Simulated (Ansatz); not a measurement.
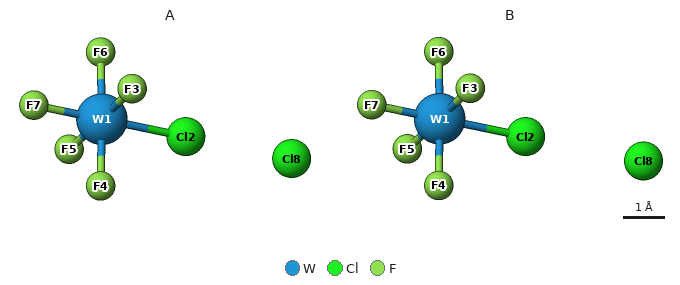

Two geometries of WCl2F5 (multiplicity 2), drawn at one scale. One is the start of a relaxation, the other its converged end. A ball-and-stick model, seen at a tilt.

Level of theory: Ansatz 0.2.0, UKS PBE/def2-SVP. Set-up: collinear spin; force threshold 0.03 eV/Å; at most 50 steps.

**Which geometry has the lower energy?**

Structure A is the relaxed one. The run prepares an end point of a later path (reaction) calculation, from a guessed geometry. After 6 accepted moves (7 points after the start) the energy has fallen by 0.044 eV. The largest force component goes from 0.91 to 0.0078 eV/Å. The line search rejected the trial step at point 6 of the run. The forces were under the threshold at step 5, but the run went on from there. Cl8 moves most after the best rigid fit: 0.33 Å. By element the largest moves are Cl 0.33 Å, W 0.06 Å, F 0.06 Å. Some distances before and after: Cl2–Cl8 3.237 → 2.905 Å, W1–Cl2 2.362 → 2.307 Å. Cost: 94 s on 4 threads of Arm Neoverse V2, on a shared host, peak memory 0.42 GiB.

Limits of the set-up: the start holds two separate molecules, 3.2 Å apart at their closest, whose relative position is a soft coordinate and is computed without a dispersion correction.
